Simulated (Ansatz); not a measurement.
# CH2BN (SMILES BC#N): r2SCAN0/STO-3G

What is the energy change on altering one bond length of CH2BN at r2SCAN0/STO-3G? 

The results are computed with Ansatz 0.2.0.

73 further runs of the same task are left out: 73 set aside as unsound or not needed.

### Step 1. The molecule

CH2BN: 5 atoms, total charge 0, spin state singlet. SMILES: `BC#N`. The coordinates come from a PBE0-D4/def2-TZVP relaxation.

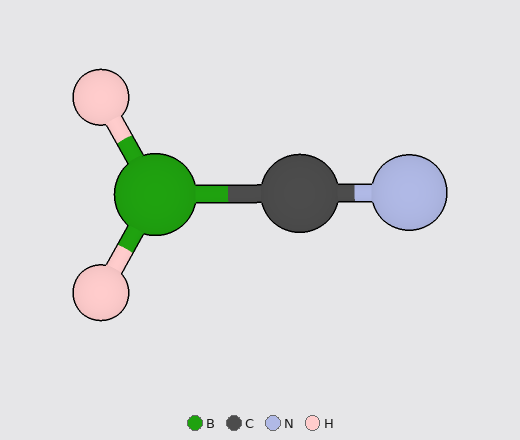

The structure, seen from a chosen angle (boron green, carbon dark grey, nitrogen light blue, hydrogen pink).

### Step 2. A single-point energy at r2SCAN0/STO-3G

Input file job.yaml:

```yaml
basis:
  gaussian: {orbitals: STO-3G}
crystal:
  periodic: [false, false, false]
  atoms:
    - {symbol: B, position_ang: [-0.219200, 0.441300, -0.341900]}
    - {symbol: C, position_ang: [0.352700, -0.696700, 0.490700]}
    - {symbol: "N", position_ang: [0.786500, -1.559600, 1.122200]}
    - {symbol: H, position_ang: [-0.744300, 0.187400, -1.377600]}
    - {symbol: H, position_ang: [-0.125900, 1.554000, 0.065300]}
accuracy: high
hamiltonian: {xc: {name: r2SCAN0}}
```

Command:

```console
$ ansatz run job.yaml --threads 1 --pin off --max-ram 2610MiB --events-out events.jsonl --progress --plain --runs-dir runs
```

Standard output:

```text
Warning: RAYON_NUM_THREADS=1 ignored (pool sized by the plan → 1); use --threads N
Functional definition: r2SCAN0
  name "r2SCAN0"
  parameter a = 0.25
  parameter k0 = 0.174
  parameter k1 = 0.065
  parameter a1 = 4.9479
  exchange = (1 - a)*r2scan_x(k0 = k0, k1 = k1, a1 = a1) + a*exact_x
  correlation = r2scan_c
296 factors; integrals over basis functions are off by at most 8.1e-9 eV
mean field evaluation 1: about -3189.6202 eV, gradient 2.5e1 eV
mean field evaluation 2: about -3184.3554 eV, gradient 5.1e1 eV
mean field evaluation 4: about -3191.3464 eV, gradient 4.2e-1 eV
mean field evaluation 8: about -3191.2796 eV, gradient 3.8e-3 eV
mean field evaluation 16: about -3191.2796 eV, gradient 1.7e-9 eV
mean field -3191.27960700 eV, -117.2773624301 hartree, gradient 1.8e-9 eV, S^2 0.000000; 0 other end points of the search recorded, 0 dependent functions left out
reference -3191.27960724 eV, -117.2773624391 hartree; 10, 10 occupied and 7, 7 virtual orbitals, 296 factors
Total energy: -3191.27960724 eV, -117.2773624391 hartree
```

Run time: 2 s. Hardware: 1 thread of Arm Neoverse V1, shared host; peak memory 0.13 GiB.

### Step 3. The distorted shape

Input file job.yaml:

```yaml
crystal:
  periodic: [false, false, false]
  atoms:
    - {symbol: B, position_ang: [-0.362164, 0.725779, -0.550034]}
    - {symbol: C, position_ang: [0.352700, -0.696700, 0.490700]}
    - {symbol: N, position_ang: [0.786500, -1.559600, 1.122200]}
    - {symbol: H, position_ang: [-0.887264, 0.471879, -1.585734]}
    - {symbol: H, position_ang: [-0.268864, 1.838479, -0.142834]}
basis:
  gaussian:
    orbitals: STO-3G
hamiltonian:
  xc: {name: r2SCAN0}
accuracy: high
```

Command:

```console
$ ansatz run job.yaml --threads 1 --pin off --max-ram 2610MiB --events-out events.jsonl --progress --plain --runs-dir runs
```

Standard output:

```text
Warning: RAYON_NUM_THREADS=1 ignored (pool sized by the plan → 1); use --threads N
Functional definition: r2SCAN0
  name "r2SCAN0"
  parameter a = 0.25
  parameter k0 = 0.174
  parameter k1 = 0.065
  parameter a1 = 4.9479
  exchange = (1 - a)*r2scan_x(k0 = k0, k1 = k1, a1 = a1) + a*exact_x
  correlation = r2scan_c
291 factors; integrals over basis functions are off by at most 2.4e-8 eV
mean field evaluation 1: about -3187.6688 eV, gradient 2.8e1 eV
mean field evaluation 2: about -3180.6103 eV, gradient 5.9e1 eV
mean field evaluation 4: about -3189.9439 eV, gradient 1.1e0 eV
mean field evaluation 8: about -3189.8639 eV, gradient 3.9e-3 eV
mean field evaluation 16: about -3189.8639 eV, gradient 4.4e-8 eV
mean field -3189.86390708 eV, -117.2253364178 hartree, gradient 4.4e-8 eV, S^2 0.000000; 0 other end points of the search recorded, 0 dependent functions left out
reference -3189.86390733 eV, -117.2253364270 hartree; 10, 10 occupied and 7, 7 virtual orbitals, 291 factors
Total energy: -3189.86390733 eV, -117.2253364270 hartree
```

Wall time 2 s (1 thread of Arm Neoverse V1, shared host); peak memory 0.13 GiB.

### Step 4. Summary of results

Level: r2SCAN0/STO-3G.

| quantity | value |
| --- | --- |
| first shape: total energy | -117.27736 Eh |
| distorted shape: total energy | -117.22534 Eh |
| energy change with the B1–C2 bond stretched from 1.522 to 1.902 Å | 1.416 eV |

What this shows: With the B1–C2 bond stretched from 1.522 to 1.902 Å the energy rises by 1.42 eV (33 kcal/mol). The first shape isn't relaxed at this level, so the change isn't measured from a minimum. The minimal basis adds a large error of its own.
